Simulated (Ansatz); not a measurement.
Nudged elastic band, with input and output: SnH5ClO

SnH5ClO, set up with RHF/def2-SVP (Ansatz 0.2.0).

One setting was made poor on purpose. It belongs to a series of runs on one base structure; here: band between the two ends.

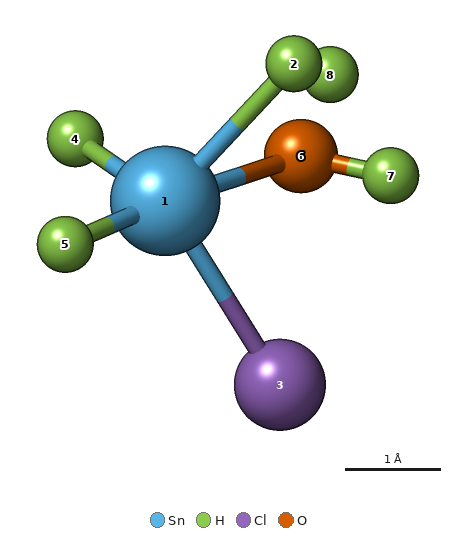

Fig. 1: The structure as given in the input (ball-and-stick view, seen at a tilt; atoms are numbered from 1 in the order of the input). Sticks mark near contacts. Bond lengths as drawn: Cl–Sn 2.41 Å, H–O 1.01 Å, H–Sn 1.74 to 2.09 Å and O–Sn 2.26 Å.

Input:
```yaml
crystal:
  periodic: [false, false, false]
  atoms:
    - { symbol: Sn, position_ang: [0.0, 0.0, 0.0] }
    - { symbol: H, position_ang: [0.0, 0.0, 2.09] }
    - { symbol: Cl, position_ang: [2.2726, 0.0, -0.8025] }
    - { symbol: H, position_ang: [-0.8195, 1.4198, -0.5794] }
    - { symbol: H, position_ang: [-0.8195, -1.4198, -0.5794] }
    - { symbol: O, position_ang: [1.1853, 1.7874, 0.7126] }
    - { symbol: H, position_ang: [1.9622, 1.4737, 1.2766] }
    - { symbol: H, position_ang: [0.588, 0.8867, 1.9402] }
basis:
  gaussian: { orbitals: def2-SVP }
hamiltonian:
  xc: hf
neb:
  order_check: false
  images: 7
  f_tol: 0.05
  max_iterations: 50
  final_atoms:
    - { symbol: Sn, position_ang: [0.0, 0.0, 0.0] }
    - { symbol: H, position_ang: [0.0, 0.0, 2.09] }
    - { symbol: Cl, position_ang: [2.2726, 0.0, -0.8025] }
    - { symbol: H, position_ang: [-0.8195, 1.4198, -0.5794] }
    - { symbol: H, position_ang: [-0.8195, -1.4198, -0.5794] }
    - { symbol: O, position_ang: [1.1853, 1.7874, 0.7126] }
    - { symbol: H, position_ang: [1.9622, 1.4737, 1.2766] }
    - { symbol: H, position_ang: [0.588, 0.8867, 1.9402] }
  initial_path:
    images:
      - { positions_ang: [[0.0, 0.0, 0.0], [0.0, 0.0, 2.09], [2.2726, 0.0, -0.8025], [-0.8195, 1.4198, -0.5794], [-0.8195, -1.4198, -0.5794], [1.1853, 1.7874, 0.7126], [1.9622, 1.4737, 1.2766], [0.588, 0.8867, 1.9402]] }
      - { positions_ang: [[0.0, 0.0, 0.0], [0.0, 0.0, 2.09], [2.2726, 0.0, -0.8025], [-0.8195, 1.4198, -0.5794], [-0.8195, -1.4198, -0.5794], [1.1853, 1.7874, 0.7126], [1.9622, 1.4737, 1.2766], [0.588, 0.8867, 1.9402]] }
      - { positions_ang: [[0.0, 0.0, 0.0], [0.0, 0.0, 2.09], [2.2726, 0.0, -0.8025], [-0.8195, 1.4198, -0.5794], [-0.8195, -1.4198, -0.5794], [1.1853, 1.7874, 0.7126], [1.9622, 1.4737, 1.2766], [0.588, 0.8867, 1.9402]] }
      - { positions_ang: [[0.0, 0.0, 0.0], [0.0, 0.0, 2.09], [2.2726, 0.0, -0.8025], [-0.8195, 1.4198, -0.5794], [-0.8195, -1.4198, -0.5794], [1.1853, 1.7874, 0.7126], [1.9622, 1.4737, 1.2766], [0.588, 0.8867, 1.9402]] }
      - { positions_ang: [[0.0, 0.0, 0.0], [0.0, 0.0, 2.09], [2.2726, 0.0, -0.8025], [-0.8195, 1.4198, -0.5794], [-0.8195, -1.4198, -0.5794], [1.1853, 1.7874, 0.7126], [1.9622, 1.4737, 1.2766], [0.588, 0.8867, 1.9402]] }
      - { positions_ang: [[0.0, 0.0, 0.0], [0.0, 0.0, 2.09], [2.2726, 0.0, -0.8025], [-0.8195, 1.4198, -0.5794], [-0.8195, -1.4198, -0.5794], [1.1853, 1.7874, 0.7126], [1.9622, 1.4737, 1.2766], [0.588, 0.8867, 1.9402]] }
      - { positions_ang: [[0.0, 0.0, 0.0], [0.0, 0.0, 2.09], [2.2726, 0.0, -0.8025], [-0.8195, 1.4198, -0.5794], [-0.8195, -1.4198, -0.5794], [1.1853, 1.7874, 0.7126], [1.9622, 1.4737, 1.2766], [0.588, 0.8867, 1.9402]] }
      - { positions_ang: [[0.0, 0.0, 0.0], [0.0, 0.0, 2.09], [2.2726, 0.0, -0.8025], [-0.8195, 1.4198, -0.5794], [-0.8195, -1.4198, -0.5794], [1.1853, 1.7874, 0.7126], [1.9622, 1.4737, 1.2766], [0.588, 0.8867, 1.9402]] }
      - { positions_ang: [[0.0, 0.0, 0.0], [0.0, 0.0, 2.09], [2.2726, 0.0, -0.8025], [-0.8195, 1.4198, -0.5794], [-0.8195, -1.4198, -0.5794], [1.1853, 1.7874, 0.7126], [1.9622, 1.4737, 1.2766], [0.588, 0.8867, 1.9402]] }
```

Hardware: 1 thread of Intel Xeon @ 2.50GHz (Skylake/Cascade Lake), 16 GiB of memory available, shared host.

Launch command:
```bash
ansatz run input.yaml --threads 1 --pin off --max-ram 2048MiB --backend cpu --events-out ev --progress --plain --runs-dir out
```

The program's output:
```
Error: invalid value for `neb.final_atoms`: is identical to crystal.atoms — the two endpoints must differ for a path to exist
```

What the run reported:

```json
{"quantity": "outcome", "value": "refused by the program"}
```

What went wrong:

The program refused the input: “invalid value for `neb.final_atoms`: is identical to crystal.atoms — the two endpoints must differ for a path to exist” A deliberately poor setting: ends not relaxed.
